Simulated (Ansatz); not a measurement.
# B2PLYP/def2-SVPD run of SiHCl2F (SMILES F[SiH](Cl)Cl)

Aim: the energy change on altering one bond length of SiHCl2F at B2PLYP/def2-SVPD, from 2 runs. 

Program for the calculation: Ansatz 0.2.0.

62 further runs of the same task are left out: 62 set aside as unsound or not needed.

### 1 The structure to begin with

SiHCl2F: 5 atoms, total charge 0, spin state singlet. SMILES: `F[SiH](Cl)Cl`. Geometry: relaxed at PBE0-D4/def2-TZVP.

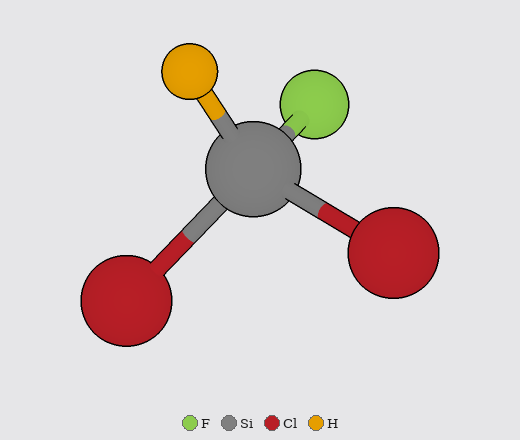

The structure, seen from a chosen angle (fluorine green, silicon grey, chlorine red, hydrogen amber).

### 2 A single-point energy at B2PLYP/def2-SVPD

Contents of input.yaml:

```yaml
crystal:
  periodic: [false, false, false]
  atoms:
    - symbol: F
      position_ang: [0.035500, -0.682700, 1.466900]
    - symbol: Si
      position_ang: [0.115700, -0.048400, 0.020800]
    - symbol: Cl
      position_ang: [-0.511900, 1.872300, 0.131500]
    - symbol: Cl
      position_ang: [-1.092800, -1.108700, -1.208300]
    - symbol: H
      position_ang: [1.503300, -0.106100, -0.452400]
basis:
  gaussian:
    orbitals: def2-SVPD
hamiltonian:
  xc: {name: B2PLYP}
accuracy: high
output:
  orbitals: {seedname: orbitals}
correlation:
  frozen_orbitals: {Cl: 5, F: 1, H: 0, Si: 5}
```

Run with:

```console
$ ansatz run input.yaml --threads 1 --pin off --max-ram 3480MiB --events-out events.jsonl --progress --plain --runs-dir runs
```

Log:

```text
Warning: RAYON_NUM_THREADS=1 ignored (pool sized by the plan → 1); use --threads N
Functional definition: B2PLYP
  name "B2PLYP"
  parameter a = 0.53
  parameter c = 0.27
  exchange = (1 - a)*b88_x + a*exact_x
  correlation = (1 - c)*lyp_c + c*(mp2_os + mp2_ss)
2049 factors; integrals over basis functions are off by at most 3.2e-9 eV
mean field evaluation 1: about -35628.3482 eV, gradient 3.1e1 eV
mean field evaluation 2: about -35628.5425 eV, gradient 3.1e1 eV
mean field evaluation 4: about -35630.2466 eV, gradient 2.1e0 eV
mean field evaluation 8: about -35630.2673 eV, gradient 1.6e-1 eV
mean field evaluation 16: about -35630.2674 eV, gradient 5.5e-5 eV
mean field -35630.26736708 eV, -1309.3881746777 hartree, gradient 2.5e-8 eV, S^2 0.000000; 0 other end points of the search recorded, 0 dependent functions left out
16 core orbitals not correlated: weight in the atoms' cores, before any rotation towards them, 1.000 or more for the frozen orbitals, at most 0.000 for the correlated occupied ones
reference -35630.26738982 eV, -1309.3881755134 hartree; 13, 13 occupied and 80, 80 virtual orbitals, 2049 factors
second order -19.20934805 eV of doubles, -0.00000000 eV of singles
Total energy: -35635.45391380 eV, -1309.5787767538 hartree
```

Wall time 5.7 s (1 thread of AMD EPYC 9R45 (Zen 5), shared host); peak memory 0.4 GiB.

### 3 The distorted shape at the same level

Contents of run.yaml:

```yaml
crystal:
  periodic: [false, false, false]
  atoms:
    - symbol: F
      position_ang: [-0.380816, -0.665389, 1.608872]
    - symbol: Si
      position_ang: [-0.300616, -0.031089, 0.162772]
    - symbol: Cl
      position_ang: [-0.928216, 1.889611, 0.273472]
    - symbol: Cl
      position_ang: [-1.509116, -1.091389, -1.066328]
    - symbol: H
      position_ang: [1.503300, -0.106100, -0.452400]
basis:
  gaussian:
    orbitals: def2-SVPD
hamiltonian:
  xc: {name: B2PLYP}
correlation:
  frozen_orbitals: {Cl: 5, F: 1, H: 0, Si: 5}
accuracy: high
output: {orbitals: {seedname: orbitals}}
```

Run with:

```console
$ ansatz run run.yaml --threads 1 --pin off --max-ram 3480MiB --events-out events.jsonl --progress --plain --runs-dir runs
```

Log, cut to the lines that bear on the results:

```text
Warning: RAYON_NUM_THREADS=1 ignored (pool sized by the plan → 1); use --threads N
[... 2 set-up lines as earlier in the session ...]
[...]
2051 factors; integrals over basis functions are off by at most 3.6e-9 eV
[...]
mean field -35629.13047459 eV, -1309.3463946493 hartree, gradient 8.7e-8 eV, S^2 0.000000; 0 other end points of the search recorded, 0 dependent functions left out
16 core orbitals not correlated: weight in the atoms' cores, before any rotation towards them, 1.000 or more for the frozen orbitals, at most 0.000 for the correlated occupied ones
reference -35629.13049760 eV, -1309.3463954946 hartree; 13, 13 occupied and 80, 80 virtual orbitals, 2051 factors
second order -19.42706402 eV of doubles, -0.00000000 eV of singles
Total energy: -35634.37580488 eV, -1309.5391569820 hartree
```

Wall time 5.4 s (1 thread of AMD EPYC 9R45 (Zen 5), shared host); peak memory 0.4 GiB.

### 4 Summary of results

At B2PLYP/def2-SVPD, 16 core orbitals frozen:

| quantity | value |
| --- | --- |
| first shape: total energy | -1309.57878 Eh |
| first shape: HOMO energy (SCF part's orbitals) | -10.97 eV |
| first shape: LUMO energy (SCF part's orbitals) | 1.03 eV |
| first shape: HOMO–LUMO gap (SCF part's orbitals) | 12.00 eV |
| distorted shape: total energy | -1309.53916 Eh |
| distorted shape: HOMO energy (SCF part's orbitals) | -10.38 eV |
| distorted shape: LUMO energy (SCF part's orbitals) | 0.07 eV |
| distorted shape: HOMO–LUMO gap (SCF part's orbitals) | 10.45 eV |
| energy change with the Si2–H5 bond stretched from 1.467 to 1.907 Å | 1.078 eV |

In words: With the Si2–H5 bond stretched from 1.467 to 1.907 Å the energy rises by 1.08 eV (104 kJ/mol). The first shape isn't relaxed at this level, so the change isn't measured from a minimum.
